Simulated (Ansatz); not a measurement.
# H₂Cl (doublet): HSE06, B2PLYP, RPA-PBE over a scan of the distance Cl1–H2 along a hydrogen transfer, cc-pVTZ, part 1 of 2

How well do these functionals follow the top wave-function level for H₂Cl (doublet) over a scan of the distance Cl1–H2 along a hydrogen transfer?

The runs use Ansatz 0.2.0, Gaussian basis; cc-pVTZ, all electrons in the functionals, frozen cores in the correlation of double hybrids and RPA.

To be run: HSE06, B2PLYP, RPA-PBE, at 1.279 Å; 1.363 Å; 1.533 Å; 1.702 Å; 1.871 Å.

3 further runs of the same task are left out: 3 that didn't finish.

## 1. The geometry

The geometry derives from fragments relaxed apart (PBE0/def2-TZVP) and kept rigid, so it is no stationary point. A hydrogen atom is moved between rigid fragments.

3 atoms, charge 0, spin multiplicity 2.

Atoms are counted from 1 here; the program's logs count them from 0.

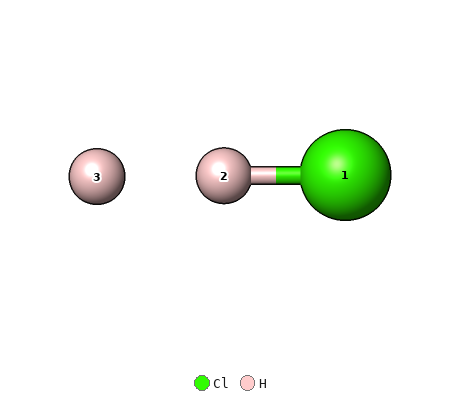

The structure; chlorine green, hydrogen pink; atoms are numbered from 1 in the order of the file.

No dispersion term is added. HSE06 is the plane-wave form.

The geometry shown and the zero of energy belong to the point 1.279 Å. The yardstick, UCCSDT(Q), and other wave-function levels (R restricted, U unrestricted, valence and pair active spaces) come from earlier runs.

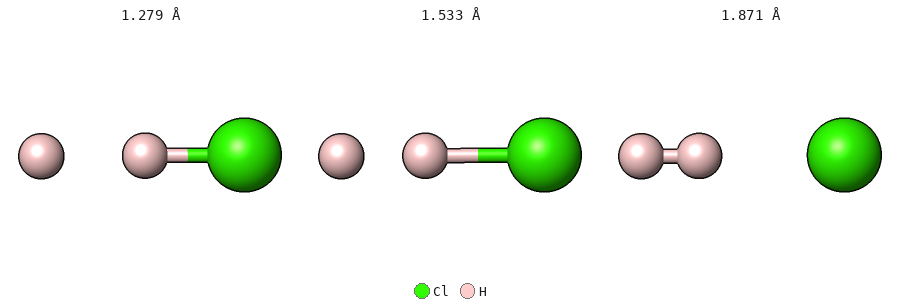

Three points of the scan; sticks are drawn by distance.

## 2. HSE06, 1.279 Å

in.yaml reads:

```yaml
crystal:
  periodic: [false, false, false]
  atoms:
    - {symbol: Cl, position_ang: [0.000000, 0.000000, -1.298267]}
    - {symbol: H, position_ang: [0.000000, 0.000000, -0.019467]}
    - {symbol: H, position_ang: [0.000000, 0.000000, 1.317733]}
basis:
  gaussian: {orbitals: cc-pVTZ}
magnetization: {spin_polarized: true, initial_magnetization: 1}
hamiltonian: {xc: {name: HSE06}}
```

The run is started by

```sh
$ ansatz run in.yaml --threads 1 --pin off --events-out ev --progress --plain --max-ram 2393MiB
```

Log:

```text
Functional definition: HSE06
  name "HSE06"
  cite "Heyd, Scuseria & Ernzerhof, J. Chem. Phys. 118, 8207 (2003) doi:10.1063/1.1564060"
  cite "Krukau, Vydrov, Izmaylov & Scuseria, J. Chem. Phys. 125, 224106 (2006) doi:10.1063/1.2404663"
  cite "Heyd & Scuseria, J. Chem. Phys. 120, 7274 (2004) doi:10.1063/1.1668634"
  cite "Ernzerhof & Perdew, J. Chem. Phys. 109, 3313 (1998) doi:10.1063/1.476928"
  cite "Perdew, Burke & Ernzerhof, Phys. Rev. Lett. 77, 3865 (1996) doi:10.1103/PhysRevLett.77.3865"
  parent pbe
  parameter a = 0.25
  parameter omega = 0.11/bohr
  # The whole range is PBE's own exchange, as in plane waves. The composition of these papers is wPBEh.
  exchange = pbe_x - a*pbe_x_sr(omega) + a*exact_x_sr(omega)
  correlation = pbe_c
419 factors; their error is unknown
34 factors; integrals over basis functions are off by at most 8.5e-6 eV
mean field evaluation 1: about -12548.3543 eV, gradient 7.4e0 eV
mean field evaluation 2: about -12548.5896 eV, gradient 6.4e0 eV
mean field evaluation 4: about -12548.7930 eV, gradient 4.2e-1 eV
mean field evaluation 8: about -12548.8693 eV, gradient 1.8e-1 eV
mean field -12548.86937516 eV, -461.1624436078 hartree, gradient 2.1e-5 eV, S^2 0.752388; 0 other end points of the search recorded, 0 dependent functions left out
reference -12548.86940427 eV, -461.1624446776 hartree; 10, 9 occupied and 52, 53 virtual orbitals, 419 factors
Total energy: -12548.86940427 eV, -461.1624446776 hartree
```

Wall time 0.57 s (1 thread of Intel Xeon 6975P-C, shared host).

From the report: ⟨S²⟩ of the determinant 0.752 (pure doublet: 0.75).

## 3. HSE06, 1.363 Å

in.yaml reads:

```yaml
crystal:
  periodic: [false, false, false]
  atoms:
    - {symbol: Cl, position_ang: [0.000000, 0.000000, -1.326333]}
    - {symbol: H, position_ang: [0.000000, 0.000000, 0.036667]}
    - {symbol: H, position_ang: [0.000000, 0.000000, 1.289667]}
basis:
  gaussian: {orbitals: cc-pVTZ}
magnetization: {spin_polarized: true, initial_magnetization: 1}
hamiltonian: {xc: {name: HSE06}}
```

Same command.

Log:

```text
Functional definition: HSE06
  name "HSE06"
  cite "Heyd, Scuseria & Ernzerhof, J. Chem. Phys. 118, 8207 (2003) doi:10.1063/1.1564060"
  cite "Krukau, Vydrov, Izmaylov & Scuseria, J. Chem. Phys. 125, 224106 (2006) doi:10.1063/1.2404663"
  cite "Heyd & Scuseria, J. Chem. Phys. 120, 7274 (2004) doi:10.1063/1.1668634"
  cite "Ernzerhof & Perdew, J. Chem. Phys. 109, 3313 (1998) doi:10.1063/1.476928"
  cite "Perdew, Burke & Ernzerhof, Phys. Rev. Lett. 77, 3865 (1996) doi:10.1103/PhysRevLett.77.3865"
  parent pbe
  parameter a = 0.25
  parameter omega = 0.11/bohr
  # The whole range is PBE's own exchange, as in plane waves. The composition of these papers is wPBEh.
  exchange = pbe_x - a*pbe_x_sr(omega) + a*exact_x_sr(omega)
  correlation = pbe_c
419 factors; their error is unknown
34 factors; integrals over basis functions are off by at most 8.5e-6 eV
mean field evaluation 1: about -12548.3883 eV, gradient 6.9e0 eV
mean field evaluation 2: about -12548.5731 eV, gradient 6.5e0 eV
mean field evaluation 4: about -12548.7969 eV, gradient 5.5e-1 eV
mean field evaluation 8: about -12548.8742 eV, gradient 1.7e-1 eV
mean field -12548.87418766 eV, -461.1626204640 hartree, gradient 2.4e-5 eV, S^2 0.754810; 0 other end points of the search recorded, 0 dependent functions left out
reference -12548.87421706 eV, -461.1626215443 hartree; 10, 9 occupied and 52, 53 virtual orbitals, 419 factors
Total energy: -12548.87421706 eV, -461.1626215443 hartree
```

It took 0.6 s on 1 thread of Intel Xeon 6975P-C, shared host.

From the report: ⟨S²⟩ of the determinant 0.755 (pure doublet: 0.75).

From 1.279 Å: -0.5 kJ/mol.

## 4. HSE06, 1.533 Å

in.yaml reads:

```yaml
crystal:
  periodic: [false, false, false]
  atoms:
    - {symbol: Cl, position_ang: [0.000000, 0.000000, -1.383000]}
    - {symbol: H, position_ang: [0.000000, 0.000000, 0.150000]}
    - {symbol: H, position_ang: [0.000000, 0.000000, 1.233000]}
basis:
  gaussian: {orbitals: cc-pVTZ}
magnetization: {spin_polarized: true, initial_magnetization: 1}
hamiltonian: {xc: {name: HSE06}}
```

The command is unchanged.

Log:

```text
Functional definition: HSE06
  name "HSE06"
  cite "Heyd, Scuseria & Ernzerhof, J. Chem. Phys. 118, 8207 (2003) doi:10.1063/1.1564060"
  cite "Krukau, Vydrov, Izmaylov & Scuseria, J. Chem. Phys. 125, 224106 (2006) doi:10.1063/1.2404663"
  cite "Heyd & Scuseria, J. Chem. Phys. 120, 7274 (2004) doi:10.1063/1.1668634"
  cite "Ernzerhof & Perdew, J. Chem. Phys. 109, 3313 (1998) doi:10.1063/1.476928"
  cite "Perdew, Burke & Ernzerhof, Phys. Rev. Lett. 77, 3865 (1996) doi:10.1103/PhysRevLett.77.3865"
  parent pbe
  parameter a = 0.25
  parameter omega = 0.11/bohr
  # The whole range is PBE's own exchange, as in plane waves. The composition of these papers is wPBEh.
  exchange = pbe_x - a*pbe_x_sr(omega) + a*exact_x_sr(omega)
  correlation = pbe_c
419 factors; their error is unknown
34 factors; integrals over basis functions are off by at most 8.5e-6 eV
mean field evaluation 1: about -12548.3918 eV, gradient 5.7e0 eV
mean field evaluation 2: about -12548.4897 eV, gradient 5.6e0 eV
mean field evaluation 4: about -12548.6724 eV, gradient 5.9e-1 eV
mean field evaluation 8: about -12548.7497 eV, gradient 4.5e-2 eV
mean field evaluation 16: about -12548.7497 eV, gradient 4.0e-6 eV
mean field -12548.74970428 eV, -461.1580457842 hartree, gradient 4.0e-6 eV, S^2 0.762920; 0 other end points of the search recorded, 0 dependent functions left out
reference -12548.74973379 eV, -461.1580468688 hartree; 10, 9 occupied and 52, 53 virtual orbitals, 419 factors
Total energy: -12548.74973379 eV, -461.1580468688 hartree
```

Run time: 0.78 s. Hardware: 1 thread of Intel Xeon 6975P-C, shared host.

From the report: ⟨S²⟩ of the determinant 0.763 (pure doublet: 0.75).

From 1.279 Å: +11.5 kJ/mol.

## 5. HSE06, 1.702 Å

in.yaml reads:

```yaml
crystal:
  periodic: [false, false, false]
  atoms:
    - {symbol: Cl, position_ang: [0.000000, 0.000000, -1.439333]}
    - {symbol: H, position_ang: [0.000000, 0.000000, 0.262667]}
    - {symbol: H, position_ang: [0.000000, 0.000000, 1.176667]}
basis:
  gaussian: {orbitals: cc-pVTZ}
magnetization: {spin_polarized: true, initial_magnetization: 1}
hamiltonian: {xc: {name: HSE06}}
```

Launched as before.

Log:

```text
Functional definition: HSE06
  name "HSE06"
  cite "Heyd, Scuseria & Ernzerhof, J. Chem. Phys. 118, 8207 (2003) doi:10.1063/1.1564060"
  cite "Krukau, Vydrov, Izmaylov & Scuseria, J. Chem. Phys. 125, 224106 (2006) doi:10.1063/1.2404663"
  cite "Heyd & Scuseria, J. Chem. Phys. 120, 7274 (2004) doi:10.1063/1.1668634"
  cite "Ernzerhof & Perdew, J. Chem. Phys. 109, 3313 (1998) doi:10.1063/1.476928"
  cite "Perdew, Burke & Ernzerhof, Phys. Rev. Lett. 77, 3865 (1996) doi:10.1103/PhysRevLett.77.3865"
  parent pbe
  parameter a = 0.25
  parameter omega = 0.11/bohr
  # The whole range is PBE's own exchange, as in plane waves. The composition of these papers is wPBEh.
  exchange = pbe_x - a*pbe_x_sr(omega) + a*exact_x_sr(omega)
  correlation = pbe_c
419 factors; their error is unknown
34 factors; integrals over basis functions are off by at most 8.5e-6 eV
mean field evaluation 1: about -12548.5945 eV, gradient 4.7e0 eV
mean field evaluation 2: about -12548.7156 eV, gradient 2.8e0 eV
mean field evaluation 4: about -12548.7588 eV, gradient 2.5e-1 eV
mean field evaluation 8: about -12548.8332 eV, gradient 3.0e-2 eV
mean field evaluation 16: about -12548.6724 eV, gradient 1.2e0 eV
mean field -12548.83320721 eV, -461.1611144604 hartree, gradient 3.3e-5 eV, S^2 0.761721; 1 other end points of the search recorded, 0 dependent functions left out
reference -12548.83323523 eV, -461.1611154902 hartree; 10, 9 occupied and 52, 53 virtual orbitals, 419 factors
Total energy: -12548.83323523 eV, -461.1611154902 hartree
```

It took 0.63 s on 1 thread of Intel Xeon 6975P-C, shared host.

From the report: ⟨S²⟩ of the determinant 0.762 (pure doublet: 0.75).

From 1.279 Å: +3.5 kJ/mol.

## 6. HSE06, 1.871 Å

in.yaml reads:

```yaml
crystal:
  periodic: [false, false, false]
  atoms:
    - {symbol: Cl, position_ang: [0.000000, 0.000000, -1.495667]}
    - {symbol: H, position_ang: [0.000000, 0.000000, 0.375333]}
    - {symbol: H, position_ang: [0.000000, 0.000000, 1.120333]}
basis:
  gaussian: {orbitals: cc-pVTZ}
magnetization: {spin_polarized: true, initial_magnetization: 1}
hamiltonian: {xc: {name: HSE06}}
```

The command is unchanged.

Log:

```text
Functional definition: HSE06
  name "HSE06"
  cite "Heyd, Scuseria & Ernzerhof, J. Chem. Phys. 118, 8207 (2003) doi:10.1063/1.1564060"
  cite "Krukau, Vydrov, Izmaylov & Scuseria, J. Chem. Phys. 125, 224106 (2006) doi:10.1063/1.2404663"
  cite "Heyd & Scuseria, J. Chem. Phys. 120, 7274 (2004) doi:10.1063/1.1668634"
  cite "Ernzerhof & Perdew, J. Chem. Phys. 109, 3313 (1998) doi:10.1063/1.476928"
  cite "Perdew, Burke & Ernzerhof, Phys. Rev. Lett. 77, 3865 (1996) doi:10.1103/PhysRevLett.77.3865"
  parent pbe
  parameter a = 0.25
  parameter omega = 0.11/bohr
  # The whole range is PBE's own exchange, as in plane waves. The composition of these papers is wPBEh.
  exchange = pbe_x - a*pbe_x_sr(omega) + a*exact_x_sr(omega)
  correlation = pbe_c
419 factors; their error is unknown
34 factors; integrals over basis functions are off by at most 8.5e-6 eV
mean field evaluation 1: about -12548.6428 eV, gradient 5.7e0 eV
mean field evaluation 2: about -12548.8132 eV, gradient 2.4e0 eV
mean field evaluation 4: about -12548.8569 eV, gradient 2.5e-1 eV
mean field evaluation 8: about -12548.9319 eV, gradient 1.1e-2 eV
mean field evaluation 16: about -12548.7897 eV, gradient 6.8e-1 eV
mean field -12548.93192137 eV, -461.1647421386 hartree, gradient 2.0e-5 eV, S^2 0.755807; 1 other end points of the search recorded, 0 dependent functions left out
reference -12548.93194764 eV, -461.1647431040 hartree; 10, 9 occupied and 52, 53 virtual orbitals, 419 factors
Total energy: -12548.93194764 eV, -461.1647431040 hartree
```

Wall time 0.69 s (1 thread of Intel Xeon 6975P-C, shared host).

From the report: ⟨S²⟩ of the determinant 0.756 (pure doublet: 0.75).

From 1.279 Å: -6.0 kJ/mol.

## 7. B2PLYP, 1.279 Å

in.yaml reads:

```yaml
crystal:
  periodic: [false, false, false]
  atoms:
    - {symbol: Cl, position_ang: [0.000000, 0.000000, -1.298267]}
    - {symbol: H, position_ang: [0.000000, 0.000000, -0.019467]}
    - {symbol: H, position_ang: [0.000000, 0.000000, 1.317733]}
basis:
  gaussian: {orbitals: cc-pVTZ}
magnetization: {spin_polarized: true, initial_magnetization: 1}
hamiltonian: {xc: {name: B2PLYP}}
correlation: {electrons: outside_noble_gas}
```

Same command.

Log:

```text
Functional definition: B2PLYP
  name "B2PLYP"
  cite "Grimme, J. Chem. Phys. 124, 034108 (2006) doi:10.1063/1.2148954"
  cite "Becke, Phys. Rev. A 38, 3098 (1988) doi:10.1103/PhysRevA.38.3098"
  cite "Lee, Yang & Parr, Phys. Rev. B 37, 785 (1988) doi:10.1103/PhysRevB.37.785"
  parameter a = 0.53
  parameter c = 0.27
  exchange = (1 - a)*b88_x + a*exact_x
  correlation = (1 - c)*lyp_c + c*(mp2_os + mp2_ss)
348 factors; integrals over basis functions are off by at most 1.4e-3 eV
mean field evaluation 1: about -12547.1789 eV, gradient 7.4e0 eV
mean field evaluation 2: about -12547.1998 eV, gradient 7.4e0 eV
mean field evaluation 4: about -12547.7461 eV, gradient 1.1e0 eV
mean field evaluation 8: about -12547.7632 eV, gradient 3.8e-2 eV
mean field evaluation 16: about -12547.7633 eV, gradient 1.1e-5 eV
mean field -12547.76326597 eV, -461.1217948451 hartree, gradient 2.2e-6 eV, S^2 0.753857; 0 other end points of the search recorded, 0 dependent functions left out
5 core orbitals not correlated: weight in the atoms' cores, before any rotation towards them, 1.000 or more for the frozen orbitals, at most 0.000 for the correlated occupied ones
reference -12547.76338387 eV, -461.1217991779 hartree; 5, 4 occupied and 52, 53 virtual orbitals, 348 factors
second order -6.83147481 eV of doubles, -0.00000000 eV of singles
Total energy: -12549.60788207 eV, -461.1895832365 hartree
```

Run time: 0.72 s. Hardware: 1 thread of Intel Xeon 6975P-C, shared host.

From the report: ⟨S²⟩ of the determinant 0.754 (pure doublet: 0.75).

## 8. B2PLYP, 1.363 Å

in.yaml reads:

```yaml
crystal:
  periodic: [false, false, false]
  atoms:
    - {symbol: Cl, position_ang: [0.000000, 0.000000, -1.326333]}
    - {symbol: H, position_ang: [0.000000, 0.000000, 0.036667]}
    - {symbol: H, position_ang: [0.000000, 0.000000, 1.289667]}
basis:
  gaussian: {orbitals: cc-pVTZ}
magnetization: {spin_polarized: true, initial_magnetization: 1}
hamiltonian: {xc: {name: B2PLYP}}
correlation: {electrons: outside_noble_gas}
```

Launched as before.

Log:

```text
Functional definition: B2PLYP
  name "B2PLYP"
  cite "Grimme, J. Chem. Phys. 124, 034108 (2006) doi:10.1063/1.2148954"
  cite "Becke, Phys. Rev. A 38, 3098 (1988) doi:10.1103/PhysRevA.38.3098"
  cite "Lee, Yang & Parr, Phys. Rev. B 37, 785 (1988) doi:10.1103/PhysRevB.37.785"
  parameter a = 0.53
  parameter c = 0.27
  exchange = (1 - a)*b88_x + a*exact_x
  correlation = (1 - c)*lyp_c + c*(mp2_os + mp2_ss)
350 factors; integrals over basis functions are off by at most 9.3e-4 eV
mean field evaluation 1: about -12547.1553 eV, gradient 7.3e0 eV
mean field evaluation 2: about -12547.1752 eV, gradient 7.3e0 eV
mean field evaluation 4: about -12547.7106 eV, gradient 1.2e0 eV
mean field evaluation 8: about -12547.7331 eV, gradient 4.1e-2 eV
mean field evaluation 16: about -12547.7331 eV, gradient 1.6e-5 eV
mean field -12547.73311598 eV, -461.1206868534 hartree, gradient 2.9e-6 eV, S^2 0.758287; 0 other end points of the search recorded, 0 dependent functions left out
5 core orbitals not correlated: weight in the atoms' cores, before any rotation towards them, 1.000 or more for the frozen orbitals, at most 0.000 for the correlated occupied ones
reference -12547.73323490 eV, -461.1206912234 hartree; 5, 4 occupied and 52, 53 virtual orbitals, 350 factors
second order -6.90439187 eV of doubles, -0.00000000 eV of singles
Total energy: -12549.59742070 eV, -461.1891987881 hartree
```

Run time: 0.69 s. Hardware: 1 thread of Intel Xeon 6975P-C, shared host.

From the report: ⟨S²⟩ of the determinant 0.758 (pure doublet: 0.75).

From 1.279 Å: +1.0 kJ/mol.

## 9. B2PLYP, 1.533 Å

in.yaml reads:

```yaml
crystal:
  periodic: [false, false, false]
  atoms:
    - {symbol: Cl, position_ang: [0.000000, 0.000000, -1.383000]}
    - {symbol: H, position_ang: [0.000000, 0.000000, 0.150000]}
    - {symbol: H, position_ang: [0.000000, 0.000000, 1.233000]}
basis:
  gaussian: {orbitals: cc-pVTZ}
magnetization: {spin_polarized: true, initial_magnetization: 1}
hamiltonian: {xc: {name: B2PLYP}}
correlation: {electrons: outside_noble_gas}
```

Same command.

Log:

```text
Functional definition: B2PLYP
  name "B2PLYP"
  cite "Grimme, J. Chem. Phys. 124, 034108 (2006) doi:10.1063/1.2148954"
  cite "Becke, Phys. Rev. A 38, 3098 (1988) doi:10.1103/PhysRevA.38.3098"
  cite "Lee, Yang & Parr, Phys. Rev. B 37, 785 (1988) doi:10.1103/PhysRevB.37.785"
  parameter a = 0.53
  parameter c = 0.27
  exchange = (1 - a)*b88_x + a*exact_x
  correlation = (1 - c)*lyp_c + c*(mp2_os + mp2_ss)
352 factors; integrals over basis functions are off by at most 8.8e-4 eV
mean field evaluation 1: about -12547.1128 eV, gradient 6.7e0 eV
mean field evaluation 2: about -12547.1308 eV, gradient 6.7e0 eV
mean field evaluation 4: about -12547.5493 eV, gradient 1.2e0 eV
mean field evaluation 8: about -12547.5737 eV, gradient 3.9e-2 eV
mean field evaluation 16: about -12547.5737 eV, gradient 1.4e-4 eV
mean field -12547.57374323 eV, -461.1148300126 hartree, gradient 3.9e-6 eV, S^2 0.775115; 0 other end points of the search recorded, 0 dependent functions left out
5 core orbitals not correlated: weight in the atoms' cores, before any rotation towards them, 1.000 or more for the frozen orbitals, at most 0.000 for the correlated occupied ones
reference -12547.57386416 eV, -461.1148344570 hartree; 5, 4 occupied and 52, 53 virtual orbitals, 352 factors
second order -6.97134226 eV of doubles, -0.00000000 eV of singles
Total energy: -12549.45612658 eV, -461.1840063248 hartree
```

Run time: 0.78 s. Hardware: 1 thread of Intel Xeon 6975P-C, shared host.

From the report: ⟨S²⟩ of the determinant 0.775 (pure doublet: 0.75).

From 1.279 Å: +14.6 kJ/mol.

## 10. B2PLYP, 1.702 Å

in.yaml reads:

```yaml
crystal:
  periodic: [false, false, false]
  atoms:
    - {symbol: Cl, position_ang: [0.000000, 0.000000, -1.439333]}
    - {symbol: H, position_ang: [0.000000, 0.000000, 0.262667]}
    - {symbol: H, position_ang: [0.000000, 0.000000, 1.176667]}
basis:
  gaussian: {orbitals: cc-pVTZ}
magnetization: {spin_polarized: true, initial_magnetization: 1}
hamiltonian: {xc: {name: B2PLYP}}
correlation: {electrons: outside_noble_gas}
```

The command is unchanged.

Log:

```text
Functional definition: B2PLYP
  name "B2PLYP"
  cite "Grimme, J. Chem. Phys. 124, 034108 (2006) doi:10.1063/1.2148954"
  cite "Becke, Phys. Rev. A 38, 3098 (1988) doi:10.1103/PhysRevA.38.3098"
  cite "Lee, Yang & Parr, Phys. Rev. B 37, 785 (1988) doi:10.1103/PhysRevB.37.785"
  parameter a = 0.53
  parameter c = 0.27
  exchange = (1 - a)*b88_x + a*exact_x
  correlation = (1 - c)*lyp_c + c*(mp2_os + mp2_ss)
348 factors; integrals over basis functions are off by at most 1.1e-3 eV
mean field evaluation 1: about -12547.4243 eV, gradient 5.4e0 eV
mean field evaluation 2: about -12547.4398 eV, gradient 5.4e0 eV
mean field evaluation 4: about -12547.7213 eV, gradient 1.1e0 eV
mean field evaluation 8: about -12547.7362 eV, gradient 3.3e-2 eV
mean field evaluation 16: about -12547.7362 eV, gradient 3.4e-5 eV
mean field -12547.73622124 eV, -461.1208009694 hartree, gradient 8.0e-6 eV, S^2 0.771955; 4 other end points of the search recorded, 0 dependent functions left out
5 core orbitals not correlated: weight in the atoms' cores, before any rotation towards them, 1.000 or more for the frozen orbitals, at most 0.000 for the correlated occupied ones
reference -12547.73634094 eV, -461.1208053682 hartree; 5, 4 occupied and 52, 53 virtual orbitals, 348 factors
second order -6.82117047 eV of doubles, -0.00000000 eV of singles
Total energy: -12549.57805696 eV, -461.1884871839 hartree
```

It took 1.1 s on 1 thread of Intel Xeon 6975P-C, shared host.

From the report: ⟨S²⟩ of the determinant 0.772 (pure doublet: 0.75).

From 1.279 Å: +2.9 kJ/mol.

## 11. B2PLYP, 1.871 Å

in.yaml reads:

```yaml
crystal:
  periodic: [false, false, false]
  atoms:
    - {symbol: Cl, position_ang: [0.000000, 0.000000, -1.495667]}
    - {symbol: H, position_ang: [0.000000, 0.000000, 0.375333]}
    - {symbol: H, position_ang: [0.000000, 0.000000, 1.120333]}
basis:
  gaussian: {orbitals: cc-pVTZ}
magnetization: {spin_polarized: true, initial_magnetization: 1}
hamiltonian: {xc: {name: B2PLYP}}
correlation: {electrons: outside_noble_gas}
```

Launched as before.

Log:

```text
Functional definition: B2PLYP
  name "B2PLYP"
  cite "Grimme, J. Chem. Phys. 124, 034108 (2006) doi:10.1063/1.2148954"
  cite "Becke, Phys. Rev. A 38, 3098 (1988) doi:10.1103/PhysRevA.38.3098"
  cite "Lee, Yang & Parr, Phys. Rev. B 37, 785 (1988) doi:10.1103/PhysRevB.37.785"
  parameter a = 0.53
  parameter c = 0.27
  exchange = (1 - a)*b88_x + a*exact_x
  correlation = (1 - c)*lyp_c + c*(mp2_os + mp2_ss)
345 factors; integrals over basis functions are off by at most 1.0e-3 eV
mean field evaluation 1: about -12547.7703 eV, gradient 4.7e0 eV
mean field evaluation 2: about -12547.7825 eV, gradient 4.7e0 eV
mean field evaluation 4: about -12547.9864 eV, gradient 7.7e-1 eV
mean field evaluation 8: about -12547.9912 eV, gradient 1.2e-2 eV
mean field evaluation 16: about -12547.9912 eV, gradient 1.2e-5 eV
mean field evaluation 32: about -12547.8578 eV, gradient 7.3e-1 eV
mean field -12547.99115526 eV, -461.1301696219 hartree, gradient 2.5e-6 eV, S^2 0.759097; 4 other end points of the search recorded, 0 dependent functions left out
5 core orbitals not correlated: weight in the atoms' cores, before any rotation towards them, 1.000 or more for the frozen orbitals, at most 0.000 for the correlated occupied ones
reference -12547.99127152 eV, -461.1301738944 hartree; 5, 4 occupied and 52, 53 virtual orbitals, 345 factors
second order -6.57598635 eV of doubles, -0.00000000 eV of singles
Total energy: -12549.76678784 eV, -461.1954229155 hartree
```

It took 1.4 s on 1 thread of Intel Xeon 6975P-C, shared host.

From the report: ⟨S²⟩ of the determinant 0.759 (pure doublet: 0.75).

From 1.279 Å: -15.3 kJ/mol.

(Continued in part 2 of 2.)
